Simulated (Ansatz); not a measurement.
## Computed scan of one atom of the cell: PtS2 (CdI2 type)

Relaxed PtS2 (CdI2 type):

```yaml
crystal:
  lattice:
    - [3.55229, 0.00000, 0.00000]
    - [-1.77615, 3.07638, 0.00000]
    - [0.00000, 0.00000, 5.12797]
  atoms:
    - { symbol: Pt, position: [0.00000, 0.00000, 0.00000] }
    - { symbol: S, position: [0.33333, 0.66667, 0.23907] }
    - { symbol: S, position: [0.66667, 0.33333, 0.76093] }
```

In this cell atom 2 (S, nearest neighbour Pt at 2.389 Å; its periodic images, 3.6 Å or more away, move with it) is moved by s along Cartesian x, unit vector (1.000, 0.000, 0.000); all other atoms and the cell stay fixed.

Method: r2SCAN+rVV10 (plane waves to 500 eV, PAW, scalar-relativistic; Ansatz, a first-principles code). k mesh 9×9×5 (Γ-centred), Fermi-Dirac smearing 0.05 eV. The energy includes the smearing's −TS. As the smearing reaches across the gap at some points, energies and forces of such displacements shift with the k mesh and the smearing. PtS2 is run without spin polarisation. PtS2 was relaxed with its symmetry unable to fall. Spin-orbit coupling is left out, though Pt is heavy. The zero of ΔE is the undisplaced structure.

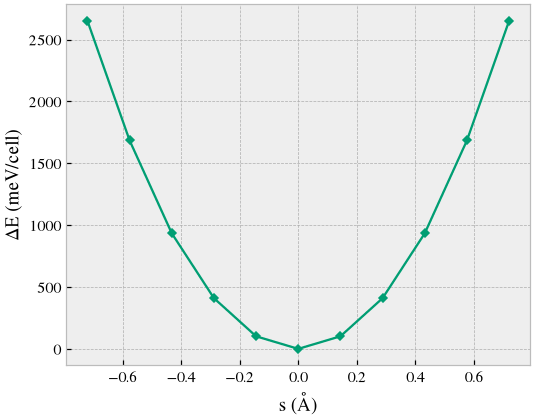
Figure. ΔE (meV/cell) against s (Å); computed points joined by lines.

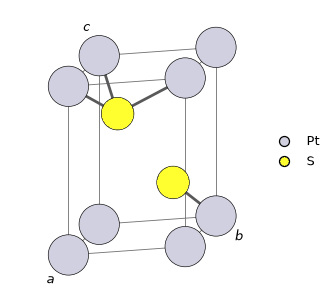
Fig. 1. The cell of the calculation at s = -0.720 Å.

The force constant k = d²E/ds² at s = 0 (finite differences) comes out as 9.77 eV/Å² and the energy at s = 0.720 Å comes out as 2651 meV/cell. Symmetry of the curve: even: the same for both signs. Shape of the curve: a single well with its minimum at or next to zero displacement. Harmonic estimate at the end of the scan: ½ks² = 2533 meV/cell against the computed 2651 meV/cell, so the well is close to harmonic there.

The forces along the line at the two nearest points give (1.415 − (-1.415)) / (2·0.144) = 9.83 eV/Å²; the next pair corrects for the finite step.

(For displaced atoms, the force is minus the slope of the energy, and its curvature is a force constant, which sets phonon frequencies.)
